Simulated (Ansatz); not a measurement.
Computed with PBE (plane waves to 420 eV, PAW; Ansatz, an electronic-structure program).

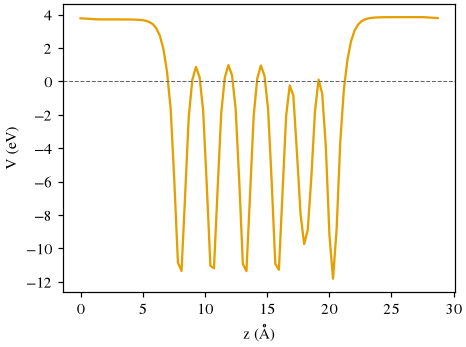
Electrostatic potential energy of an electron, averaged over planes parallel to the surface, in eV from the Fermi level, for a constructed model of the (0001) surface of hcp Mg, a layer of Ag in place of the second plane (bottom of the slab: a bare face, its two planes held)

Model: 6-atom slab, 13.0 Å thick at the start, 13x13x1 mesh, Fermi-Dirac 0.1 eV, dipole correction, 2 atoms held, the rest relaxed; symmetry of the start imposed; no spin, no spin-orbit, no U. It is one candidate, not shown to be the stable structure of the face.

The vacuum level lies 3.85 eV above the Fermi level over the top face and 3.71 eV above it under the bottom face.
